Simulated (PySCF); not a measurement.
The calculation's input:

```
{"job": {"kind": "uv", "xc": "B3LYP", "basis": "def2-SVPD", "nstates": 8, "ntriplets": 3}, "charge": 0, "multiplicity": 1}
Br    -1.418446    -1.975563     0.783575
C     -2.118063    -0.137698     0.526040
Al    -0.466744     0.949058     0.166925
Cl     0.783086     0.069660    -1.410109
Al     2.314123    -0.391427     0.096735
Cl     1.113093     0.590180     1.651714
H     -2.850199    -0.231344    -0.280472
H     -2.681127     0.074983     1.438757
H     -0.528864     2.451547    -0.078668
H      2.328422    -1.908064     0.344960
H      3.530144     0.511340    -0.185580
```

Command:

```sh
OMP_NUM_THREADS=1 python probes_run.py task.json out
```

Geometry: GFN2-xTB.

All numbers below come from PySCF 2.14.0, B3LYP/def2-SVPD, SCF density, gas phase.

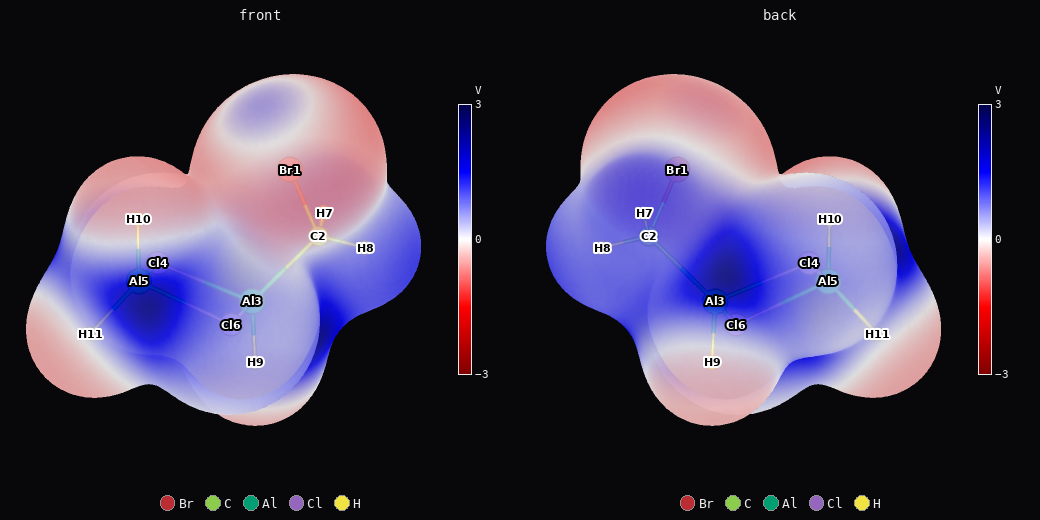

CH₅Al₂BrCl₂. The electrostatic potential painted on the density surface at 0.002 e/bohr³, seen from the front and from behind; red is negative and blue positive.

Question: Describe the electrostatic potential map.

Answer: The most negative region (about −0.6 V) lies over Br1 and H10, the most positive (about +2.4 V) over Al3 and Al5. Br1 shows a σ-hole: about +0.5 V at the tip opposite its bond, against about −0.5 V on its flanks.

Question: How polar is the molecule by this calculation?

Answer: Its dipole moment is 1.39 D.
